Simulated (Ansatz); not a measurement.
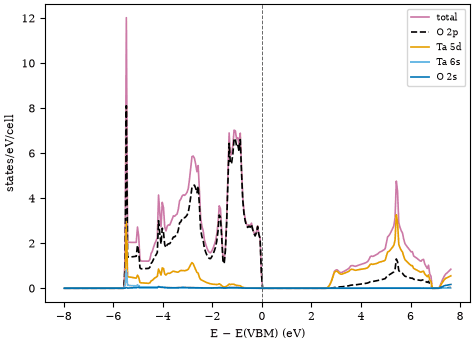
*Total and projected density of states of KTaO3 (cubic perovskite, Pm-3m), plane-wave PAW r²SCAN (Ansatz code)*

Which orbitals carry the states next to the gap?

Top 1 eV of the valence band: O 2p 97 %. Bottom 1 eV of the conduction band: Ta 5d 89 %, O 2p 9 %. Projections are on Löwdin-orthogonalised atomic valence shells; empty p or d shells of many metals are not among them.

Where is the tallest occupied peak in this window, and what makes it?

Near -5.5 eV, about 12 states/eV per cell; the largest projected share is O 2p.

Symmetry was held in the r²SCAN relaxation; phonons on a q-mesh show weakly imaginary modes. No spin polarisation was allowed. Spin–orbit coupling is left out wherever it is not named.

Potentials: the later of the program's two PAW sets.
